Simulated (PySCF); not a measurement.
# C8H10Se: the cost of one run

Computed with PySCF 2.14.0 and routines of our own; the level stands in each step. Atoms count from 0.

### 1 The system as given

19 atoms, charge 0, multiplicity 1; geometry from: GFN2-xTB.

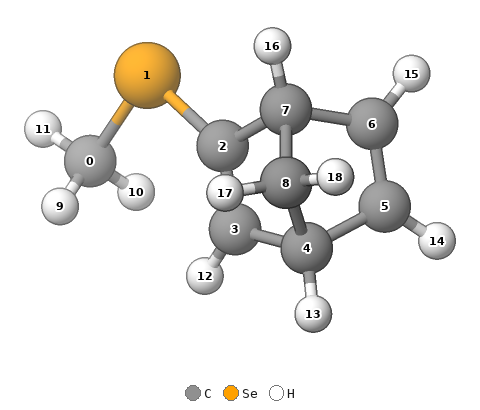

The starting geometry (carbon grey, selenium orange, hydrogen white).

### 2 Relaxing the molecule at PBE0-D3(BJ)/def2-SVP

The job: settings as JSON, then the geometry in Å.

```
{"job": {"xc": "PBE0", "basis": "def2-SVP", "d3": "d3bj", "grid": 2, "kind": "geom"}, "charge": 0, "multiplicity": 1}
C      3.313577    -0.087241    -0.305253
Se     2.022347    -1.444366     0.237283
C      0.450851    -0.410635     0.135332
C      0.254311     0.859734    -0.214256
C     -1.246025     1.102006    -0.137042
C     -1.856478     0.234961    -1.228206
C     -1.658485    -1.027754    -0.880976
C     -0.916794    -1.015956     0.444539
C     -1.573911     0.219419     1.081757
H      3.271885     0.743429     0.394183
H      3.080839     0.243686    -1.313980
H      4.296538    -0.549097    -0.279753
H      0.960918     1.598398    -0.538225
H     -1.557890     2.142294    -0.114237
H     -2.311076     0.628855    -2.116898
H     -1.907924    -1.925214    -1.413284
H     -0.904437    -1.947632     1.005312
H     -1.084732     0.546908     1.998939
H     -2.643317     0.097455     1.252468
```

Launch:

```
OMP_NUM_THREADS=1 python excited_run.py task.json out
```

The driver reads the jobs from task.json and runs them one after another.

Q: Estimate the wall time and peak memory of this first job on 1 thread of Arm Neoverse V2, shared host.

About 80 s, with a peak of 0.96 GiB.
